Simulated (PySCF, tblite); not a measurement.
# C5H7F2O radical: geometry, infrared bands and EPR parameters

Wanted: the infrared bands and EPR parameters of C5H7F2O radical (`CC(=O)[C](F)CCF`), by calculation.

The runs use tblite 0.8.0 and PySCF 2.14.0, with density-fitted response routines of our own; the level of theory stands in each step. All values are computed, except where a source is named. Atoms count from 0, in the outputs and in this text.

**1. The molecule as given**

15 atoms, charge 0, multiplicity 2; geometry from: force field or distance geometry start.

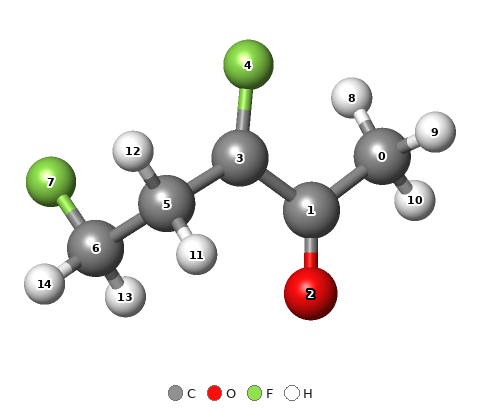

As it starts; carbon grey, oxygen red, fluorine green, hydrogen white, atoms numbered; sticks join atoms by distance.

**2. Geometry optimisation with GFN2-xTB**

The job: settings as JSON, then the geometry in Å.

```
{"job": {"kind": "relax", "xc": "GFN2-xTB", "basis": "xTB"}, "charge": 0, "multiplicity": 2}
C     -2.391200    -0.579300     0.568000
C     -1.173400    -0.033000    -0.114100
O     -1.099300     0.132500    -1.316600
C     -0.021300     0.320400     0.743600
F     -0.206900     0.185100     2.089300
C      1.231800     0.870700     0.186500
C      2.049800    -0.179000    -0.547300
F      2.467200    -1.122300     0.349900
H     -2.122200    -1.280000     1.364300
H     -2.988200     0.249000     0.984800
H     -3.007300    -1.121300    -0.165200
H      1.001500     1.697800    -0.485900
H      1.828100     1.278800     1.023700
H      1.486300    -0.683800    -1.336100
H      2.940700     0.272400    -0.985600
```

The run is started by

```bash
OMP_NUM_THREADS=1 python probes_run.py task.json out
```

The driver reads the jobs from task.json and runs them one after another.

Log:

```text
step      E/eV     max force
  0    -754.76468    1.673
  1    -754.83737    0.668
  2    -754.85417    0.430
  3    -754.86372    0.220
  4    -754.86889    0.195
  5    -754.87296    0.197
  6    -754.87573    0.154
  7    -754.87704    0.076
  8    -754.87786    0.070
  9    -754.87850    0.077
 10    -754.87906    0.071
 11    -754.87952    0.046
 12    -754.87988    0.041
 13    -754.88016    0.050
 14    -754.88036    0.042
 15    -754.88052    0.033
 16    -754.88069    0.037
 17    -754.88090    0.041
 18    -754.88111    0.041
 19    -754.88129    0.032
 20    -754.88144    0.029
 21    -754.88159    0.038
 22    -754.88177    0.045
 23    -754.88198    0.043
 24    -754.88215    0.032
 25    -754.88228    0.028
 26    -754.88239    0.031
 27    -754.88252    0.035
 28    -754.88268    0.030
 29    -754.88287    0.034
 30    -754.88305    0.036
 31    -754.88321    0.039
 32    -754.88340    0.039
 33    -754.88370    0.048
 34    -754.88416    0.079
 35    -754.88477    0.091
 36    -754.88536    0.066
 37    -754.88585    0.059
 38    -754.88622    0.053
 39    -754.88657    0.056
 40    -754.88686    0.046
 41    -754.88705    0.027
 42    -754.88717    0.025
 43    -754.88728    0.042
 44    -754.88739    0.039
 45    -754.88749    0.020
 46    -754.88755    0.020
 47    -754.88761    0.024
 48    -754.88771    0.030
 49    -754.88781    0.026
 50    -754.88788    0.020
 51    -754.88792    0.017
 52    -754.88797    0.019
 53    -754.88802    0.026
 54    -754.88808    0.023
 55    -754.88812    0.015
 56    -754.88815    0.011
 57    -754.88818    0.013
 58    -754.88820    0.013
 59    -754.88823    0.018
 60    -754.88826    0.017
 61    -754.88828    0.011
 62    -754.88830    0.010
 63    -754.88831    0.008
```

Wall time 0.26 s (1 thread of Intel Xeon 6975P-C, shared host).

The steps of the relaxation: (not every step is listed)

| step | energy from step 0 (eV) | largest force (eV/Å) |
| --- | --- | --- |
| 0 | 0.0000 | 1.6732 |
| 1 | -0.0727 | 0.6676 |
| 2 | -0.0895 | 0.4295 |
| 3 | -0.0990 | 0.2198 |
| 4 | -0.1042 | 0.1947 |
| 5 | -0.1083 | 0.1966 |
| 6 | -0.1110 | 0.1540 |
| 7 | -0.1124 | 0.0757 |
| 8 | -0.1132 | 0.0697 |
| 13 | -0.1155 | 0.0504 |
| 18 | -0.1164 | 0.0414 |
| 23 | -0.1173 | 0.0432 |
| 28 | -0.1180 | 0.0301 |
| 33 | -0.1190 | 0.0484 |
| 38 | -0.1215 | 0.0533 |
| 43 | -0.1226 | 0.0422 |
| 48 | -0.1230 | 0.0296 |
| 53 | -0.1233 | 0.0255 |
| 58 | -0.1235 | 0.0131 |
| 59 | -0.1236 | 0.0177 |
| 60 | -0.1236 | 0.0173 |
| 61 | -0.1236 | 0.0108 |
| 62 | -0.1236 | 0.0102 |
| 63 | -0.1236 | 0.0076 |

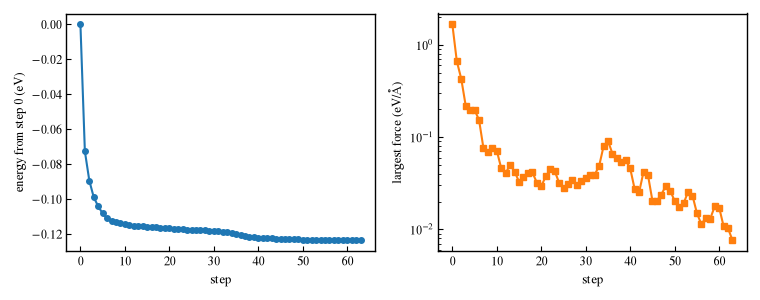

Energy and largest force along the relaxation.

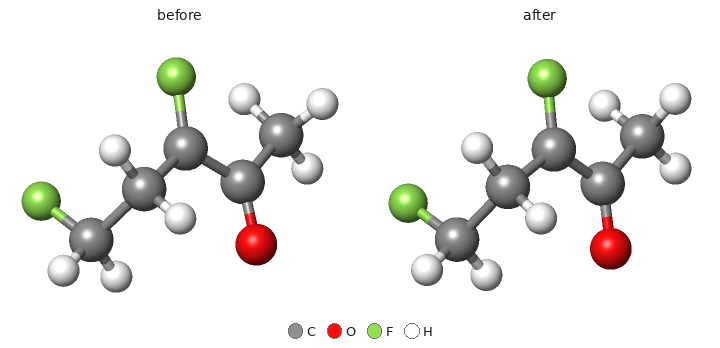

Before and after, at one scale.

Close pairs (by a distance rule), those that changed most:

| bond | before (Å) | after (Å) | change (Å) |
| --- | --- | --- | --- |
| C1–C3 | 1.479 | 1.429 | -0.050 |
| C3–F4 | 1.365 | 1.338 | -0.028 |
| C5–C6 | 1.520 | 1.538 | +0.018 |
| C1–O2 | 1.216 | 1.231 | +0.015 |
| C0–H10 | 1.100 | 1.086 | -0.015 |
| C5–H12 | 1.106 | 1.091 | -0.015 |
| C0–H9 | 1.103 | 1.089 | -0.014 |
| C0–C1 | 1.499 | 1.508 | +0.009 |

The end geometry stands in the next job.

**3. Vibrational analysis with GFN2-xTB**

The job: settings as JSON, then the geometry in Å.

```
{"job": {"kind": "ir", "xc": "GFN2-xTB", "basis": "xTB"}, "charge": 0, "multiplicity": 2}
C     -2.356670    -0.609138     0.562543
C     -1.124550    -0.084172    -0.129778
O     -0.994589    -0.064500    -1.353640
C     -0.080899     0.405714     0.714647
F     -0.264208     0.387906     2.039516
C      1.226052     0.906749     0.232470
C      2.000578    -0.171245    -0.544060
F      2.376011    -1.179698     0.302629
H     -2.083883    -1.397237     1.261558
H     -2.830832     0.190876     1.128491
H     -3.051652    -0.995936    -0.176683
H      1.064627     1.732845    -0.466416
H      1.822054     1.248438     1.080483
H      1.374771    -0.609517    -1.325646
H      2.918775     0.246905    -0.966786
```

Log:

```text
mode    cm-1     km/mol
  1      44.9      4.10
  2      65.5      4.20
  3      91.6      0.74
  4     115.8      6.54
  5     168.4     13.15
  6     226.0      2.26
  7     303.0      4.22
  8     335.9      1.63
  9     447.2     13.73
 10     466.6     10.73
 11     536.2      7.30
 12     571.5      8.21
 13     728.4     10.54
 14     845.5      2.74
 15     934.4     14.21
 16     985.7     24.85
 17     989.0     11.08
 18    1020.3     17.08
 19    1050.2     70.38
 20    1109.7     96.08
 21    1151.7     66.96
 22    1205.8     16.70
 23    1235.5     48.80
 24    1303.2     31.55
 25    1315.1     42.32
 26    1372.3      6.64
 27    1377.8     70.65
 28    1404.8     22.03
 29    1433.3      5.49
 30    1447.7     24.81
 31    1452.1     11.08
 32    1600.6    164.60
 33    2947.7      0.16
 34    2958.5     25.09
 35    2976.0      3.70
 36    3005.4      7.60
 37    3019.9      7.16
 38    3030.8      2.79
 39    3068.0      7.14
```

Run time: 0.3 s. Hardware: 1 thread of Intel Xeon 6975P-C, shared host.

Which atoms move in the most intense modes:

| cm⁻¹ | km/mol | atoms |
| --- | --- | --- |
| 1050 | 70.4 | C6 44 %, C5 25 %, F7 13 % |
| 1110 | 96.1 | C1 23 %, H10 14 %, C0 11 %, C3 10 % |
| 1152 | 67.0 | H12 27 %, H11 25 %, H13 12 %, C6 11 % |
| 1236 | 48.8 | C3 40 %, H11 31 %, H12 11 % |
| 1303 | 31.6 | H13 31 %, H12 24 %, C5 12 %, C6 11 % |
| 1315 | 42.3 | H14 33 %, C5 14 %, C3 14 %, C6 10 % |
| 1378 | 70.7 | C3 47 %, C1 26 % |
| 1601 | 164.6 | C1 62 %, O2 35 % |

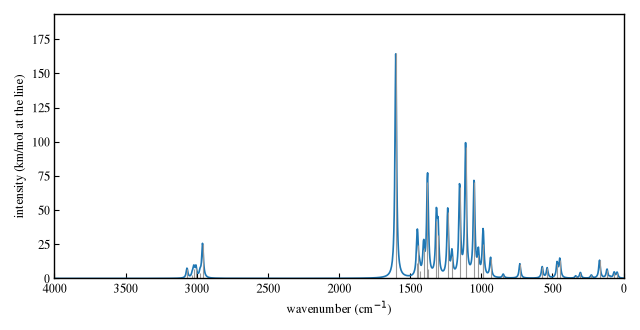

The infrared spectrum from these modes, unscaled. Lines are broadened to a width of 14 cm⁻¹ (Lorentzian).

**4. EPR parameters: B3LYP/pcH-1**

The job, as its differences from that of step 3:

```diff
@@ -1,2 +1,2 @@
-{"job": {"kind": "ir", "xc": "GFN2-xTB", "basis": "xTB"}, "charge": 0, "multiplicity": 2}
+{"job": {"kind": "epr", "basis": "pcH-1"}, "charge": 0, "multiplicity": 2}
 C     -2.356670    -0.609138     0.562543
```

Method: UKS B3LYP, pcH-1 on C F H O, non-relativistic, mean-field spin-orbit, GIAO.

Log:

```text
UKS, coarse grid
  cycle   1  E = -469.41421874  |g| = 7.66e-01
  cycle   2  E = -467.81268786  |g| = 1.96e+00
  cycle   3  E = -469.56809442  |g| = 3.95e-01
  cycle   4  E = -469.63097390  |g| = 1.23e-01
  cycle   5  E = -469.63508309  |g| = 4.77e-02
  cycle   6  E = -469.63608364  |g| = 1.93e-02
  cycle   7  E = -469.63629186  |g| = 8.06e-03
  cycle   8  E = -469.63634425  |g| = 4.24e-03
  cycle   9  E = -469.63635557  |g| = 1.29e-03
  cycle  10  E = -469.63635787  |g| = 7.73e-04
UKS, final grid
  cycle   1  E = -469.63633608  |g| = 1.11e-03
  cycle   2  E = -469.63633542  |g| = 1.86e-03
  cycle   3  E = -469.63633658  |g| = 2.72e-04
  cycle   4  E = -469.63633661  |g| = 1.21e-04
  cycle   5  E = -469.63633663  |g| = 6.69e-05
  cycle   6  E = -469.63633663  |g| = 1.30e-05
E = -469.63633663 Eh   <S^2> = 0.7605 (exact 0.7500)
g shifts (ppm)      1          2          3
  rmc          -241       -241       -241
  gc             -9         48         43
  oz_so         -67       3763       5523
  total        -317       3570       5326
hyperfine (MHz)  atom isotope    a_iso     a_fc   dipolar eigenvalues
    0   13C      -3.34      -3.34     -0.89     -0.16      1.05
    1   13C     -34.02     -34.02     -5.22      0.02      5.21
    2   17O     -19.46     -19.46    -89.69     44.40     45.30
    3   13C      73.06      73.06    -65.56    -63.89    129.45
    4   19F     124.69     124.69   -233.06   -205.56    438.62
    5   13C     -24.12     -24.12     -1.66      0.66      1.01
    6   13C      36.15      36.15     -4.35     -3.53      7.88
    7   19F       1.92       1.92     -8.43     -2.55     10.98
    8    1H       2.61       2.61     -2.93     -2.09      5.02
    9    1H       3.14       3.14     -2.83     -1.97      4.80
   10    1H      -1.43      -1.43     -2.04     -1.18      3.22
   11    1H      75.42      75.42     -4.44     -2.93      7.37
   12    1H       1.56       1.56     -3.63     -3.40      7.03
   13    1H      -2.87      -2.87     -4.55     -0.22      4.77
   14    1H       2.52       2.52     -2.53     -1.68      4.21
```

Wall time 52 s (1 thread of Intel Xeon 6975P-C, shared host); peak memory 0.95 GiB.

Principal g values 2.00200, 2.00589, 2.00764; g(iso) = 2.00518, against 2.00232 for a free electron.

Hyperfine couplings; where a row names several nuclei, a(iso) is their mean (it holds for fast rotation or exchange) and the dipolar term the largest among them:

| nuclei | isotope | a(iso) (MHz) | a(iso) (G, at g = 2.0023) | largest dipolar term (MHz) |
| --- | --- | --- | --- | --- |
| F4 | 19F | 124.7 | 44.5 | 438.6 |
| C3 | 13C | 73.1 | 26.1 | 129.5 |
| H11, H12 | 1H | 38.5 | 13.7 | 7.4 |
| C6 | 13C | 36.2 | 12.9 | 7.9 |
| C1 | 13C | -34.0 | -12.1 | -5.2 |
| C5 | 13C | -24.1 | -8.6 | -1.7 |
| O2 | 17O | -19.5 | -6.9 | -89.7 |
| C0 | 13C | -3.3 | -1.2 | 1.1 |
| F7 | 19F | 1.9 | 0.7 | 11.0 |
| H8, H9, H10 | 1H | 1.4 | 0.5 | 5.0 |
| H13, H14 | 1H | -0.2 | -0.1 | 4.8 |

Mulliken spin populations:

C0 0.00; C1 -0.06; O2 0.28; C3 0.70; F4 0.07; C5 -0.06; C6 0.03; F7 0.00; H8 0.00; H9 0.00; H10 0.00; H11 0.03; H12 0.00; H13 0.00; H14 0.00

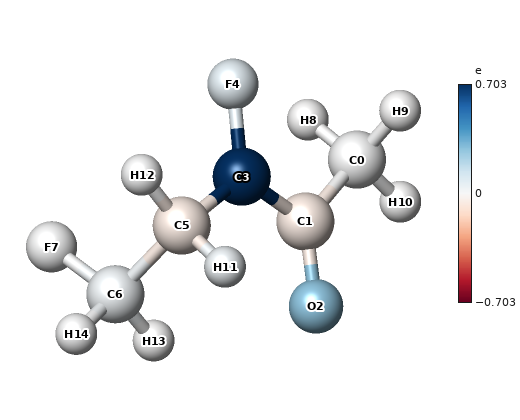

Mulliken spin populations, as colours on the atoms.

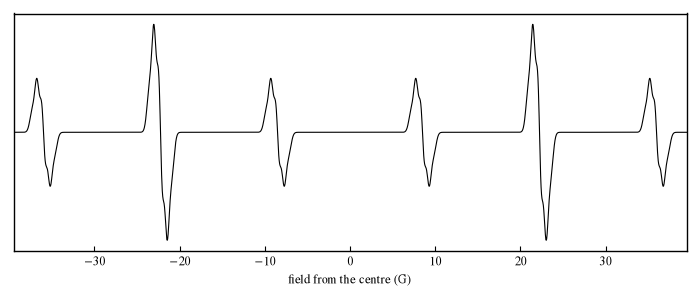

First-order isotropic spectrum (first derivative, main isotopes with spin only, couplings over 0.8 MHz, Gaussian width 0.3 G; couplings of the frozen geometry, rotation of groups not averaged beyond the rows shown).

The fields below are evaluated on a grid from the run's orbitals.

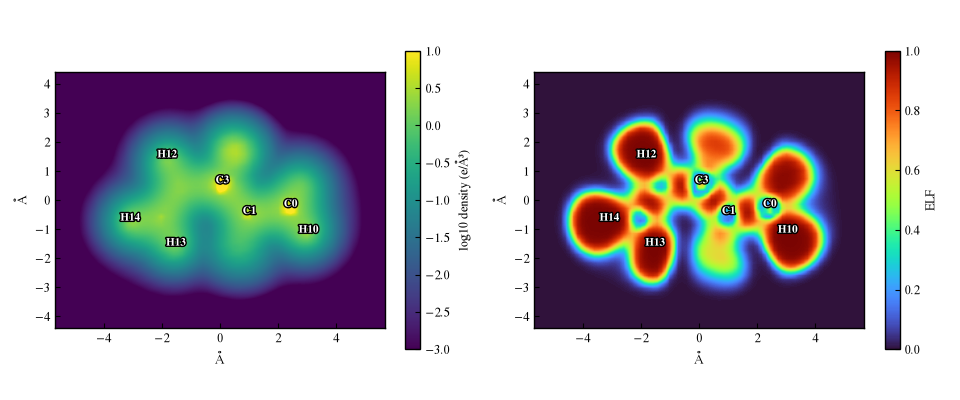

Density (left) and ELF (right) in a plane through or near 7 of the atoms.

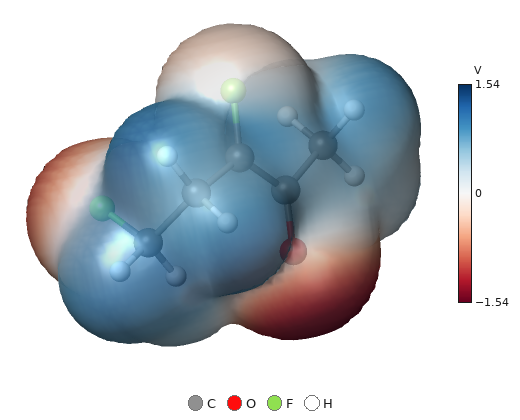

The potential that a unit positive charge feels on the 0.002 e/bohr³ surface, from -1.54 V near O2 to 1.11 V near H11.

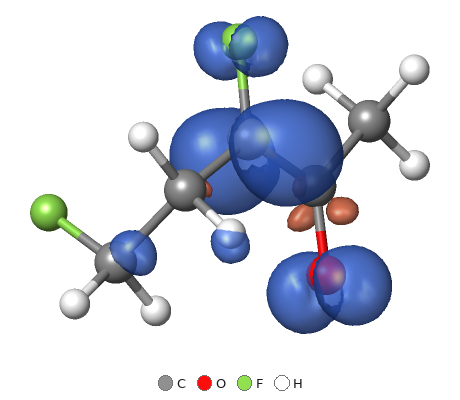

Spin density at ±0.04 e/Å³ (alpha excess blue, beta excess red).

**5. What came out**

| quantity | value |
| --- | --- |
| strongest single infrared mode (GFN2-xTB) | 1601 cm⁻¹, 165 km/mol |
| zero-point energy (GFN2-xTB) | 69.1 kcal/mol |
| g(iso) (B3LYP) | 2.00518 |
| ⟨S²⟩ | 0.761 (exact 0.75) |
| largest a(iso) (averaged by class) | 19F on F4, 124.7 MHz |
| surface potential, least and greatest | -1.54 V and 1.11 V |

**Reading.** Relaxing lowered the energy by 0.124 eV in 63 steps; the close pair that moved most is C1–C3, from 1.479 to 1.429 Å. All 39 modes are real, so the xTB geometry is a minimum. The strongest single mode, at 1601 cm⁻¹, moves mainly C1 and O2. Unscaled tight-binding wavenumbers are off by several per cent, some by more. Its intensities can rank the bands wrongly. C3 carries the largest spin population, 0.70 e. The isotropic g lies 2.9 ppt above the free-electron value.
